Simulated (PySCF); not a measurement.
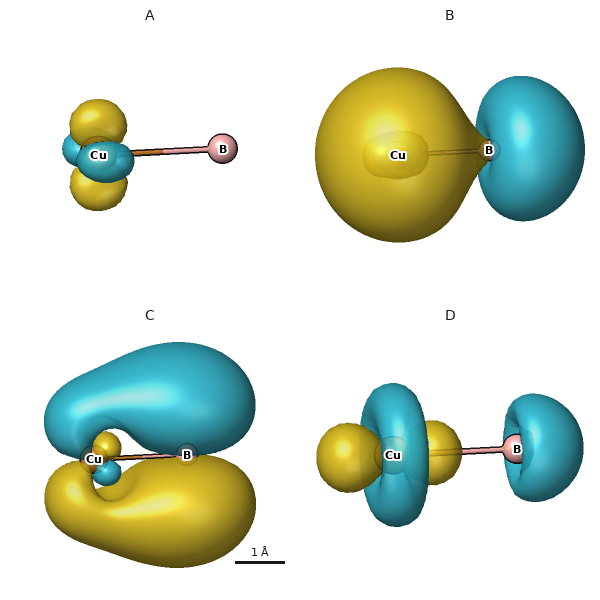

The picture shows: CuB. Four frontier orbitals, each drawn at the value that holds 80 % of its norm (yellow and cyan are the two phases), in no order; of a degenerate pair one member is drawn.

All numbers below come from PBE0/def2-TZVPP, non-relativistic Hamiltonian with scalar-relativistic core potentials where named, at a bond length of 1.962 Å in PySCF.

Q: Name the orbitals and rank them from lowest to highest energy.

A: Orbital A: δ, occupied, −8.61 eV; almost wholly on Cu.
Orbital D: σ, occupied, −8.51 eV; mainly on Cu (85 %).
Orbital B: σ, occupied, −5.43 eV; shared between the atoms (Cu 45 %, B 55 %).
Orbital C: π, empty, −2.46 eV; mainly on B (75 %).
